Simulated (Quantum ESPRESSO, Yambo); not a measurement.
# Quasiparticle gap of PtSe2 (1T monolayer) in Yambo, part 2 of 3

Aim: the G0W0 gap of PtSe2 (1T monolayer) on PBE, step by step.

Quantum ESPRESSO 7.5 and Yambo 5.3.0; PBE and many-body steps on it, plane waves. Known limits of the many-body steps: not at the basis limit; no spin polarisation; d states lean on the start; no spin-orbit coupling.

So far. Step 3 (Ground state): The gap is indirect, with the least direct gap 0.10 eV higher.

## Step 4: Bands along the symmetry lines

Level of this step: DFT, PBE, plane waves, norm-conserving pseudopotentials (Quantum ESPRESSO).

Levels along a band path, at the cheap level, show where the edges lie and whether the meshes to come will hold them.

The input, pw.in:

```
&control
  calculation = 'bands'
  prefix = 'x'
  outdir = 'o'
  pseudo_dir = 'pseudo'
/
&system
  ibrav = 0
  nat = 3
  ntyp = 2
  ecutwfc = 104.0
  nbnd = 39
  force_symmorphic = .true.
/
&electrons
  conv_thr = 1e-9
  electron_maxstep = 80
  diago_full_acc = .true.
  diago_thr_init = 5e-6
/
ATOMIC_SPECIES
  Pt 195.08 Pt.upf
  Se 78.971 Se.upf
CELL_PARAMETERS angstrom
  3.7512086967 -0.0000000002 0.0000000000
  -1.8756043482 3.2486420263 0.0000000000
  0.0000000000 0.0000000000 15.0000000000
ATOMIC_POSITIONS crystal
  Pt 0.0000000000 0.0000000000 0.5000000000
  Se 0.3333333333 0.6666666667 0.5869754134
  Se 0.6666666667 0.3333333333 0.4130245866
K_POINTS crystal
  25
  0.00000000 0.00000000 0.00000000 1
  0.06250000 0.00000000 0.00000000 1
  0.12500000 0.00000000 0.00000000 1
  0.18750000 0.00000000 0.00000000 1
  0.25000000 0.00000000 0.00000000 1
  0.31250000 0.00000000 0.00000000 1
  0.37500000 0.00000000 0.00000000 1
  0.43750000 0.00000000 0.00000000 1
  0.50000000 0.00000000 0.00000000 1
  0.47916667 0.04166667 0.00000000 1
  0.45833333 0.08333333 0.00000000 1
  0.43750000 0.12500000 0.00000000 1
  0.41666666 0.16666666 0.00000000 1
  0.39583333 0.20833333 0.00000000 1
  0.37500000 0.25000000 0.00000000 1
  0.35416666 0.29166666 0.00000000 1
  0.33333333 0.33333333 0.00000000 1
  0.29166666 0.29166666 0.00000000 1
  0.25000000 0.25000000 0.00000000 1
  0.20833333 0.20833333 0.00000000 1
  0.16666666 0.16666666 0.00000000 1
  0.12500000 0.12500000 0.00000000 1
  0.08333333 0.08333333 0.00000000 1
  0.04166667 0.04166667 0.00000000 1
  0.00000000 0.00000000 0.00000000 1
```

Started as:

```bash
$ OMP_NUM_THREADS=1 mpirun -n 8 pw.x -nk 8 -in pw.in > pw.out
```

Log:

```text
[banner, memory and clock lines left out]
Program PWSCF v.7.5 starts

     Atomic positions and unit cell read from directory:
     o/x.save/

     Message from routine setup:
     using ibrav=0 with symmetry is DISCOURAGED, use correct ibrav instead

     G-vector sticks info

     bravais-lattice index     =            0
     lattice parameter (alat)  =       7.0888  a.u.
     unit-cell volume          =    1233.5619 (a.u.)^3
     number of atoms/cell      =            3
     number of atomic types    =            2
     number of electrons       =        66.00
     number of Kohn-Sham states=           39
     kinetic-energy cutoff     =     104.0000  Ry
     charge density cutoff     =     416.0000  Ry
     Exchange-correlation= PBE
                           (   1   4   3   4   0   0   0)

     celldm(1)=   7.088757  celldm(2)=   0.000000  celldm(3)=   0.000000
     celldm(4)=   0.000000  celldm(5)=   0.000000  celldm(6)=   0.000000

     crystal axes: (cart. coord. in units of alat)
               a(1) = (   1.000000  -0.000000   0.000000 )
               a(2) = (  -0.500000   0.866025   0.000000 )
               a(3) = (   0.000000   0.000000   3.998711 )

     reciprocal axes: (cart. coord. in units 2 pi/alat)
               b(1) = (  1.000000  0.577350 -0.000000 )
               b(2) = (  0.000000  1.154701 -0.000000 )
               b(3) = ( -0.000000 -0.000000  0.250081 )
     Pseudo is Norm-conserving + core correction, Zval = 18.0
     Generated using ONCVPSP code by D. R. Hamann
     Using radial grid of 1374 points,  8 beta functions with:
     Pseudo is Norm-conserving + core correction, Zval = 24.0
     Generated using ONCVPSP code by D. R. Hamann
     Using radial grid of 1214 points,  6 beta functions with:
     Pt               18.00   195.08000     Pt( 1.00)
     Se               24.00    78.97100     Se( 1.00)

     12 Sym. Ops., with inversion, found

   Cartesian axes

     site n.     atom                  positions (alat units)
         1        Pt     tau(   1) = (   0.0000000   0.0000000   1.9993556  )
         2        Se     tau(   2) = (  -0.0000000   0.5773503   2.3471451  )
         3        Se     tau(   3) = (   0.5000000   0.2886751   1.6515660  )

     number of k points=    25
                       cart. coord. in units 2pi/alat
        k(    1) = (   0.0000000   0.0000000   0.0000000), wk =   0.0800000
        k(    2) = (   0.0625000   0.0360844   0.0000000), wk =   0.0800000
        k(    3) = (   0.1250000   0.0721688   0.0000000), wk =   0.0800000
[...]
[... 13 further rows ...]
        k(   24) = (   0.0416667   0.0721688   0.0000000), wk =   0.0800000
        k(   25) = (   0.0000000   0.0000000   0.0000000), wk =   0.0800000

     Dense  grid:   176333 G-vectors     FFT dimensions: (  48,  48, 192)

     The potential is recalculated from file :
     o/x.save/charge-density

     Starting wfcs are   36 randomized atomic wfcs +    3 random wfcs

     Band Structure Calculation

     End of band structure calculation

          k = 0.0000 0.0000 0.0000 ( 22125 PWs)   bands (ev):

  -207.1274-207.1274-146.6148-146.6148-146.6148-146.6148-146.5688-146.5688
   -97.9356 -52.0851 -52.0851 -52.0080 -46.7891 -46.7891 -46.7876 -46.7876
   -46.7472 -46.7472 -46.7445 -46.7445 -46.7318 -46.7314 -13.3340 -11.5590
    -4.4339  -4.4339  -4.3839  -2.1850  -2.1850  -0.6046   0.0281   0.5605
     0.5605   3.5221   3.5221   4.9117   5.8462   6.0551   6.2039

          k = 0.0625 0.0361 0.0000 ( 22144 PWs)   bands (ev):

  -207.1274-207.1274-146.6148-146.6148-146.6148-146.6148-146.5688-146.5688
[...]
0.5638   3.2298   3.4571   5.0396   5.9320   6.1684   6.4605

          k = 0.1250 0.0722 0.0000 ( 22166 PWs)   bands (ev):

  -207.1274-207.1274-146.6148-146.6148-146.6148-146.6148-146.5688-146.5688
[...]
0.5453   2.6226   3.3100   5.3428   6.1055   6.4906   6.9189

[...]
k = 0.0417 0.0722 0.0000 ( 22163 PWs)   bands (ev):

  -207.1274-207.1274-146.6148-146.6148-146.6148-146.6148-146.5688-146.5688
[...]
0.5641   3.1560   3.4257   5.0791   5.9544   6.2060   6.5397

          k = 0.0000 0.0000 0.0000 ( 22125 PWs)   bands (ev):

  -207.1274-207.1274-146.6148-146.6148-146.6148-146.6148-146.5688-146.5688
[...]
-46.7472 -46.7472 -46.7445 -46.7445 -46.7318 -46.7314 -13.3340 -11.5590
    -4.4339  -4.4339  -4.3839  -2.1850  -2.1850  -0.6046   0.0281   0.5605
     0.5605   3.5221   3.5221   4.9117   5.8462   6.0551   6.2039

     XML data file, pseudopotentials, collected wavefunctions
```

Run time: 14 s. Hardware: 8 MPI ranks of Arm Neoverse V2, shared host; peak memory 1.5 GiB; 1.9 min of CPU time.

This step gave:

```
gap                        : 1.408 eV
k of the valence top       : 0.0417, 0.0417, 0
k of the conduction bottom : 0.25, 0, 0
least direct gap           : 1.577 eV
```

The gap is 1.408 eV, +0.012 eV from the run before at this level.

Electronic bands along the path, in eV, zero at the top of the highest filled band:

```tsv
point	band 30	band 31	band 32	band 33	band 34	band 35	band 36	band 37
Γ	-1.17	-0.54	0.00	0.00	2.96	2.96	4.35	5.28
M	-2.22	-1.89	-1.80	-1.33	2.39	2.72	4.73	6.23
K	-2.44	-2.14	-0.93	-0.93	1.83	1.83	6.11	8.15
Γ	-1.17	-0.54	0.00	0.00	2.96	2.96	4.35	5.28
```

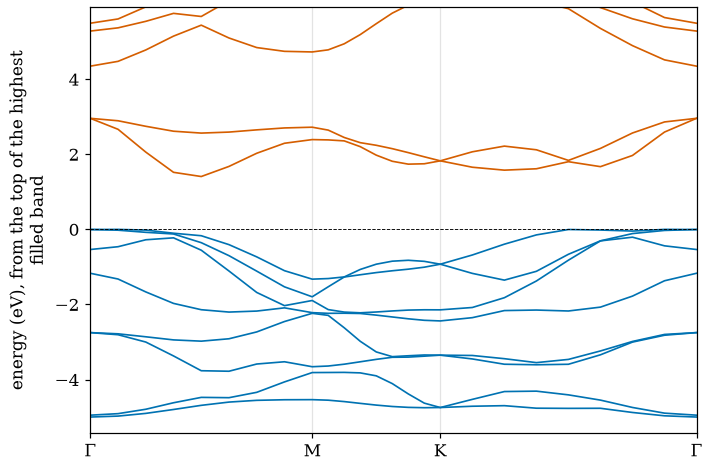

Electronic bands along the path; lines of filled and empty bands in two colours.

## Step 5: Empty states on the mesh, 6×6×1 mesh, 101 bands

The sums over transitions need many empty states on a uniform mesh; this step solves for them.

The input, pw.in:

```
&control
  calculation = 'nscf'
  prefix = 'x'
  outdir = 'o'
  pseudo_dir = 'pseudo'
/
&system
  ibrav = 0
  nat = 3
  ntyp = 2
  ecutwfc = 104.0
  nbnd = 101
  force_symmorphic = .true.
/
&electrons
  conv_thr = 1e-9
  electron_maxstep = 80
  diago_full_acc = .true.
  diago_thr_init = 5e-6
/
ATOMIC_SPECIES
  Pt 195.08 Pt.upf
  Se 78.971 Se.upf
CELL_PARAMETERS angstrom
  3.7512086967 -0.0000000002 0.0000000000
  -1.8756043482 3.2486420263 0.0000000000
  0.0000000000 0.0000000000 15.0000000000
ATOMIC_POSITIONS crystal
  Pt 0.0000000000 0.0000000000 0.5000000000
  Se 0.3333333333 0.6666666667 0.5869754134
  Se 0.6666666667 0.3333333333 0.4130245866
K_POINTS automatic
  6 6 1 0 0 0
```

Started as:

```bash
$ OMP_NUM_THREADS=1 mpirun -n 8 pw.x -nk 4 -in pw.in > pw.out
```

Log:

```text
[banner, memory and clock lines left out]
Program PWSCF v.7.5 starts

     Atomic positions and unit cell read from directory:
     o/x.save/

     Message from routine setup:
     using ibrav=0 with symmetry is DISCOURAGED, use correct ibrav instead

     bravais-lattice index     =            0
     lattice parameter (alat)  =       7.0888  a.u.
     unit-cell volume          =    1233.5619 (a.u.)^3
     number of atoms/cell      =            3
     number of atomic types    =            2
     number of electrons       =        66.00
     number of Kohn-Sham states=          101
     kinetic-energy cutoff     =     104.0000  Ry
     charge density cutoff     =     416.0000  Ry
     Exchange-correlation= PBE
                           (   1   4   3   4   0   0   0)

     celldm(1)=   7.088757  celldm(2)=   0.000000  celldm(3)=   0.000000
     celldm(4)=   0.000000  celldm(5)=   0.000000  celldm(6)=   0.000000

     crystal axes: (cart. coord. in units of alat)
               a(1) = (   1.000000  -0.000000   0.000000 )
               a(2) = (  -0.500000   0.866025   0.000000 )
               a(3) = (   0.000000   0.000000   3.998711 )

     reciprocal axes: (cart. coord. in units 2 pi/alat)
               b(1) = (  1.000000  0.577350 -0.000000 )
               b(2) = (  0.000000  1.154701 -0.000000 )
               b(3) = ( -0.000000 -0.000000  0.250081 )
     Pseudo is Norm-conserving + core correction, Zval = 18.0
     Generated using ONCVPSP code by D. R. Hamann
     Using radial grid of 1374 points,  8 beta functions with:
     Pseudo is Norm-conserving + core correction, Zval = 24.0
     Generated using ONCVPSP code by D. R. Hamann
     Using radial grid of 1214 points,  6 beta functions with:
     Pt               18.00   195.08000     Pt( 1.00)
     Se               24.00    78.97100     Se( 1.00)

     12 Sym. Ops., with inversion, found

   Cartesian axes

     site n.     atom                  positions (alat units)
         1        Pt     tau(   1) = (   0.0000000   0.0000000   1.9993556  )
         2        Se     tau(   2) = (  -0.0000000   0.5773503   2.3471451  )
         3        Se     tau(   3) = (   0.5000000   0.2886751   1.6515660  )

     number of k points=     7
                       cart. coord. in units 2pi/alat
        k(    1) = (   0.0000000   0.0000000   0.0000000), wk =   0.0555556
        k(    2) = (   0.0000000   0.1924501   0.0000000), wk =   0.3333333
        k(    3) = (   0.0000000   0.3849002   0.0000000), wk =   0.3333333
        k(    4) = (  -0.0000000  -0.5773503   0.0000000), wk =   0.1666667
        k(    5) = (   0.1666667   0.2886751   0.0000000), wk =   0.3333333
        k(    6) = (   0.1666667   0.4811252   0.0000000), wk =   0.6666667
        k(    7) = (   0.3333333   0.5773503   0.0000000), wk =   0.1111111

     Dense  grid:   176333 G-vectors     FFT dimensions: (  48,  48, 192)

     The potential is recalculated from file :
     o/x.save/charge-density

     Starting wfcs are   36 randomized atomic wfcs +   65 random wfcs

     Band Structure Calculation

     End of band structure calculation

          k = 0.0000 0.0000 0.0000 ( 22125 PWs)   bands (ev):

  -207.1274-207.1274-146.6148-146.6148-146.6148-146.6148-146.5688-146.5688
   -97.9356 -52.0851 -52.0851 -52.0080 -46.7891 -46.7891 -46.7876 -46.7876
   -46.7472 -46.7472 -46.7445 -46.7445 -46.7318 -46.7314 -13.3340 -11.5590
    -4.4339  -4.4339  -4.3839  -2.1850  -2.1850  -0.6046   0.0281   0.5605
[...]
29.8564  30.1309  30.1941  30.6221  30.6221

          k = 0.0000 0.1925 0.0000 ( 22126 PWs)   bands (ev):

  -207.1274-207.1274-146.6148-146.6148-146.6148-146.6148-146.5688-146.5688
[...]
28.9512  29.0329  29.2556  29.8593  29.8830

          k = 0.0000 0.3849 0.0000 ( 22140 PWs)   bands (ev):

  -207.1274-207.1274-146.6148-146.6148-146.6148-146.6148-146.5688-146.5688
[...]
25.5593  25.8582  26.0169  26.2926  26.4703  26.9908  27.2410  27.5456
    27.5703  27.8950  28.1847  28.5302  28.9514  29.6088  29.8358  29.9939
    30.6169  30.7846  30.8594  30.9232  31.2443

          k =-0.0000-0.5774 0.0000 ( 21988 PWs)   bands (ev):

     [... further k-points ...]

     highest occupied, lowest unoccupied level (ev):     0.5608    2.2323

     XML data file, pseudopotentials, collected wavefunctions
```

It took 20 s on 8 MPI ranks; peak memory 1.3 GiB; 2.6 min of CPU time.

This step gave:

```yaml
gap: 1.671 eV
k_of_the_valence_top: 0.1667, 0.1667, 0
k_of_the_conduction_bottom: 0, 0.1667, 0
least_direct_gap: 1.743 eV
k_points_computed: 7
lowest_point_of_the_top_converged_band_above_the_valence_top: 29.32 eV
```

On this mesh the gap is 1.671 eV. The earlier step found 1.396 eV, so this mesh misses an edge.

## Step 6: Conversion and set-up

This step: Yambo 5.3.0; conversion and set-up on PBE, plane waves, norm-conserving pseudopotentials.

The states are converted to the many-body program's format and the q mesh is built.

Started as:

```bash
$ (cd o/x.save; p2y > p2y.log; mv SAVE ../..); yambo > setup.log
```

Log:

```text
 Yambo, version 5.3.0

 [02] CORE Variables Setup
 =========================

  [02.01] Unit cells
  ==================

  Cell kind             :  HCP
  Atoms in the cell     :  Pt  Se
  number of Pt atoms    :  1
  number of Se atoms    :  2

  List of atomic masses
  Mass of Pt    :  195.0800
  Mass of Se    :  78.97100

  List of atomic coordinates    : [cc]
  Pt1       :   0.00000   0.00000  14.17295  order 1
  Se1       : -0.16547E-09   4.0927       16.638      order 2
  Se2       :   3.54438   2.04635  11.70755  order 3

  Alat factors          :   7.08876   6.13904  28.34589 [a.u.]
  Direct lattice volume :   1233.56    [a.u.]
  Direct lattice vectors:  A[ 1 ]  A[ 2 ]  A[ 3 ]
   A[ 1 ]:   1.0000     -0.61564E-10   0.0000      [iru]
    7.0888     -0.37795E-09   0.0000      [cc]
   A[ 2 ]: -0.500000  1.000000  0.000000  [iru]
  -3.544379  6.139044  0.000000  [cc]
   A[ 3 ]:  0.000000  0.000000  1.000000  [iru]
    0.00000   0.00000  28.34589  [cc]

  Recip. lattice volume :  0.201085 [a.u.]
  Recip. lattice vectors:  B[ 1 ]  B[ 2 ]  B[ 3 ]
   B[ 1 ]:  1.000000  0.500000  0.000000  [iku]
   0.886359  0.511740 -0.000000  [cc]
   B[ 2 ]:  0.61564E-10   1.0000       0.0000      [iku]
   0.54568E-10   1.0235      -0.0000      [cc]
   B[ 3 ]:  0.000000  0.000000  1.000000  [iku]
  -0.000000 -0.000000  0.221661  [cc]

  [02.02] Symmetries
  ==================

  Inversion symmetry    : yes
  Spatial inversion     : yes
  Inversion index       :   7
  K-space Time-reversal : no
  Magnetic symmetries   : no
  Group table correct   : yes
  Symmetries units      :  [cc]

   [S  1]:   1.0000     -0.24280E-26   0.0000     -0.16580E-16   1.0000       0.0000       0.0000       0.0000       1.0000
   [S  2]:   1.0000     -0.10663E-09   0.0000     -0.92346E-10  -1.0000       0.0000       0.0000       0.0000      -1.0000
   [S  3]: -0.500000  0.866025  0.000000 -0.866025 -0.500000  0.000000  0.000000  0.000000  1.000000
[...]
[S 11]:  0.500000  0.866025  0.000000  0.866025 -0.500000  0.000000  0.000000  0.000000  1.000000
   [S 12]:  0.500000 -0.866025  0.000000 -0.866025 -0.500000  0.000000  0.000000  0.000000  1.000000

  [02.03] Reciprocal space
  ========================

  nG shells         :   7736
  nG charge         :  176333
  nG WFs            :  25883
  nC WFs            :  22140
  G-vecs. in first 80 shells:  [ Number ]
     1    3    5    7    9   15   27   29   41
    53   55   67   79   81   93   99  101  113
   125  137  149  161  163  169  181  193  205
[...]
787   811   823   835   847   871   883   889
  ...
  Shell energy in first 80 shells:  [ mHa ]
[...]
4543.85      4550.69      4551.71      4675.55      4713.80      4738.36      4812.06      4815.10      4870.06
    4934.90      5067.61      5106.87      5108.89      5238.56      5327.97      5338.86      5527.54      5598.20
[...]
K/Q-points units:
  rlu = crystal or reduced units; cc = cartesian coordinates; iku = interal k-units

  K [1]          [rlu]:  0.000000  0.000000  0.000000
         WF components:  22125
  K [2]          [rlu]:  0.41404E-26  0.16667       0.0000
         WF components:  22126
  K [3]          [rlu]: -0.14126E-26  0.33333       0.0000
         WF components:  22140
  K [4]          [rlu]:  0.21729E-26 -0.50000       0.0000
         WF components:  21988
  K [5]          [rlu]:  0.166667  0.166667  0.000000
         WF components:  22093
  K [6]          [rlu]:  0.166667  0.333333  0.000000
         WF components:  22052
  K [7]          [rlu]:  0.333333  0.333333  0.000000
         WF components:  22038

  [02.05] Energies & Occupations
  ==============================

  [X] === General ===
  [X] Electronic Temperature                        :  0.000000  0.000000 [eV K]
  [X] Bosonic    Temperature                        :  0.000000  0.000000 [eV K]
  [X] Finite Temperature mode                       : no
  [X] El. density                                   :  0.36106E+24 [cm-3]
  [X] Fermi Level                                   :  0.560801 [eV]

  [X] === Gaps and Widths ===
  [X] Conduction Band Min                           :  1.671470 [eV]
  [X] Valence Band Max                              :  0.000000 [eV]
  [X] Filled Bands                                  :   33
  [X] Empty Bands                                   :   34  101
  [X] Direct Gap                                    :  1.742775 [eV]
  [X] Direct Gap localized at k                     :  2
  [X] Indirect Gap                                  :  1.671470 [eV]
  [X] Indirect Gap between kpts                     :   5   2
  [X] Last valence band width                       :  1.322094 [eV]
  [X] 1st conduction band width                     :  1.289814 [eV]

  E @ K [1]:  [eV]
  -207.6882 -207.6882 -147.1756 -147.1756 -147.1756 -147.1756 -147.1296 -147.1295
[...]
occ @ K [1]
[...]
E @ K [2]:  [eV]
[...]
occ @ K [2]
[...]
E @ K [3]:  [eV]
[...]
occ @ K [3]
[...]
E @ K [4]:  [eV]
[...]
occ @ K [4]
[...]
E @ K [5]:  [eV]
[...]
occ @ K [5]
[...]
E @ K [6]:  [eV]
[...]
occ @ K [6]
[...]
E @ K [7]:  [eV]
[...]
occ @ K [7]
[...]
0.000000  0.000000  0.000000  0.000000  0.000000  0.000000  0.000000  0.000000
   0.000000  0.000000  0.000000  0.000000  0.000000  0.000000  0.000000  0.000000

 [03] Transferred momenta grid and indexing
 ==========================================

 IBZ Q-points                                      :   7
 BZ  Q-points                                      :   36

 K/Q-points units:
 rlu = crystal or reduced units; cc = cartesian coordinates; iku = interal k-units

 Q [1]          [rlu]:  0.000000  0.000000  0.000000
 Q [2]          [rlu]: -0.31909E-17  0.16667       0.0000
 Q [3]          [rlu]: -0.63818E-17  0.33333       0.0000
 Q [4]          [rlu]:  0.95727E-17 -0.50000       0.0000
 Q [5]          [rlu]:  0.166667  0.166667  0.000000
 Q [6]          [rlu]:  0.166667  0.333333  0.000000
 Q [7]          [rlu]:  0.333333  0.333333  0.000000

  [03.01] X indexes
  =================

   [03.01.01] Sigma indexes
   ========================

 [06] Game Over & Game summary
```

Run time: 3.4 s. Hardware: 1 MPI rank; peak memory 0.27 GiB.

(Part 2 of 3 ends here.)

[Paths, hosts, dates, memory and timing lines, banners, echoed tables and standing remarks are left out of the program output.]

[Logs are printed without paths, hosts, clocks, repeated set-up lines and the standing remarks that a program may print on its own settings, such as how far it seeks lower states.]

[Runs of the session that timed out or met a known fault of the program may be left out.]

[Hosts, paths, dates, database ids (printed as entryN), source tags and the programs' standing remarks are cut or masked in the printed files.]
